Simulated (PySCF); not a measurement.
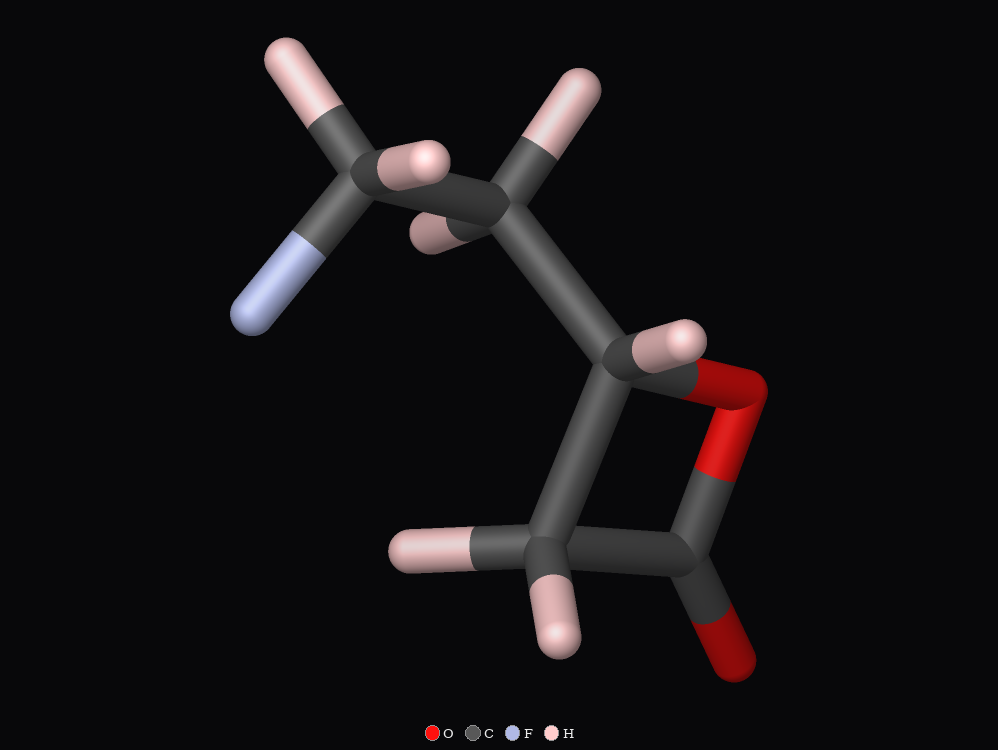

Rendered structure (stick style).

The computed structure is the end point of a GFN2-xTB optimisation. No frequency run is at hand to confirm it as a minimum.

What does the picture show?

Formula C5H7FO2. SMILES: `O=C1C[C@H](CCF)O1`. Independent rings (smallest set): 1 of 4 members. Among its groups: ester, C–F bond. This geometry has C1 symmetry. Coordination, clear cases only: 2 C tetrahedral; 1 O bent.

More results for the same structure follow; atom numbers are the same in all pictures, views and colours differ.

## Geometry

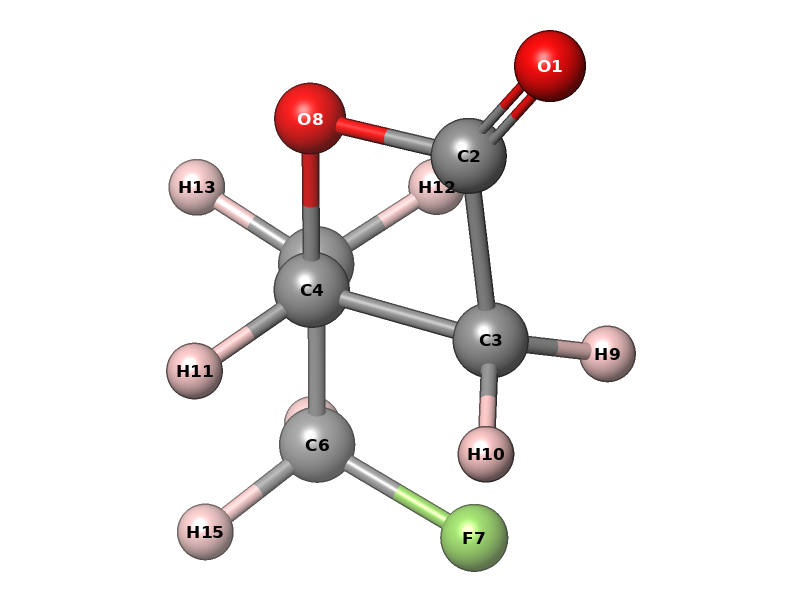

C5 lies behind C4. The molecule seen nearly along the C4–C5 bond, C4 in front. Atoms fade into the background with distance from the viewer. No frequency run is at hand to confirm it as a minimum.

> What is the torsion angle O8–C4–C5–C6? The sign is positive where the front bond must turn clockwise to cover the back bond.

180°, antiperiplanar (anti). The bonds about C4–C5 are staggered.

## Excitation

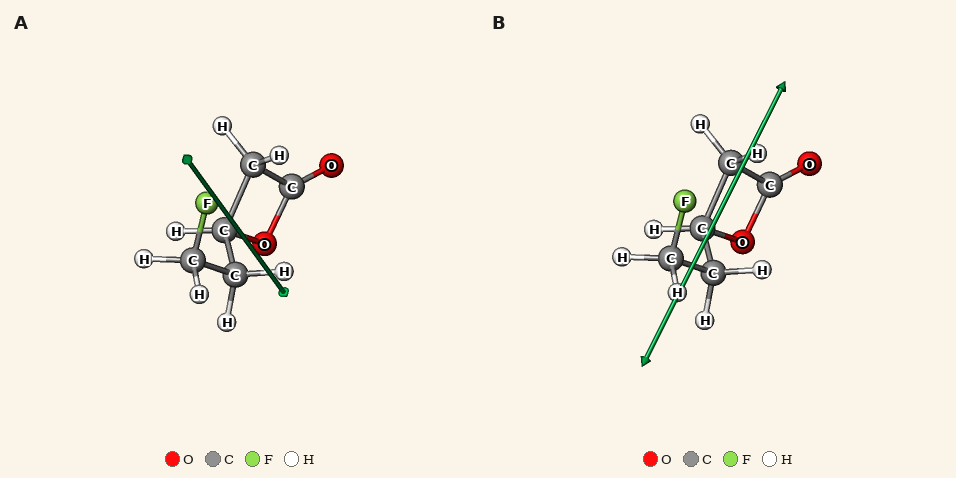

The double arrows show the directions of two transition dipoles from the ground state (lengths mean nothing). No frequency run is at hand to confirm it as a minimum. Level of theory: TDDFT PBE0/def2-SVPD, vertical, gas phase, core orbitals frozen in the response (PySCF 2.14.0).

> One belongs to singlet state 2 and one to singlet state 4. Which is which?

A: state 2, 7.76 eV (160 nm), oscillator strength 0.025, mainly HOMO → LUMO+1 (weight 0.67).
B: state 4, 8.18 eV (152 nm), oscillator strength 0.050, of mixed character, with the largest part HOMO → LUMO+2 (weight 0.39).

## NMR shielding

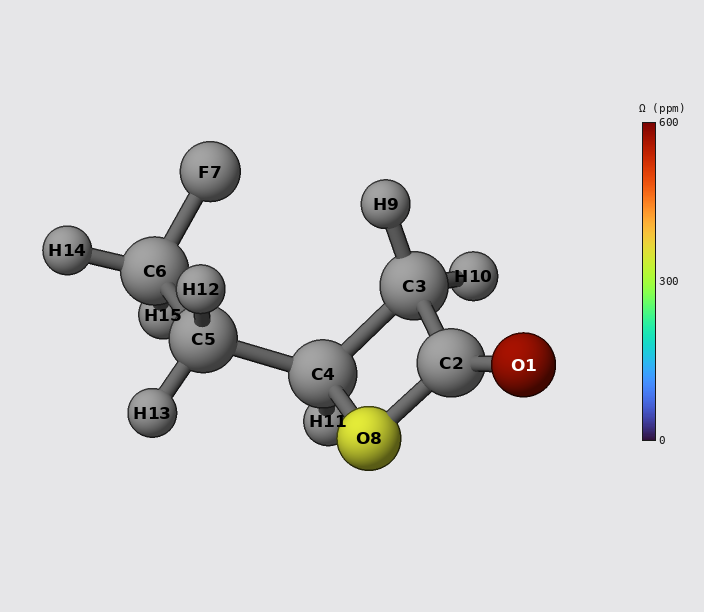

The O atoms are coloured by the span of their shielding tensor. No frequency run is at hand to confirm it as a minimum. Properties computed with GIAO PBE0/pcSseg-1 NMR shielding, non-relativistic, gas phase (PySCF 2.14.0). Principal shieldings σ11 ≤ σ22 ≤ σ33, span Ω = σ33 − σ11, skew κ = 3(σiso − σ22)/Ω.

> Which O atom has the most anisotropic shielding?

O1, with a span of 571 ppm.

Give the shielding tensors of the O atoms.

| atom | σ11 | σ22 | σ33 | σiso | Ω | κ |
| --- | --- | --- | --- | --- | --- | --- |
| O1 | −350.2 | −179.7 | 220.6 | −103.1 | 570.9 | 0.40 |
| O8 | −169.8 | 61.1 | 182.6 | 24.6 | 352.4 | −0.31 |

Shieldings and span in ppm.

## Charges

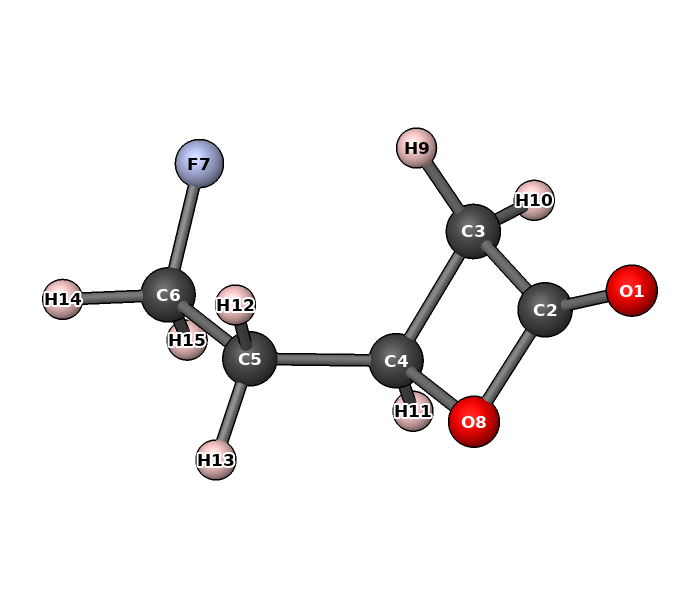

The questions are on Mulliken charges. No frequency run is at hand to confirm it as a minimum. Properties computed with PBE0/pcSseg-1, gas phase (PySCF 2.14.0).

> Which atom carries the highest charge (most positive or least negative)?

C2 (0.46 e).

> And the lowest?

O8 (−0.41 e).

Give the Mulliken charges atom by atom.

```
atom  value (e)
  O1      −0.35
  C2       0.46
  C3      −0.27
  C4       0.01
  C5      −0.22
  C6       0.17
  F7      −0.34
  O8      −0.41
  H9       0.16
 H10       0.16
 H11       0.13
 H12       0.13
 H13       0.15
 H14       0.12
 H15       0.10
```

Mulliken values depend strongly on the basis set and can even reverse the polarity of a bond.
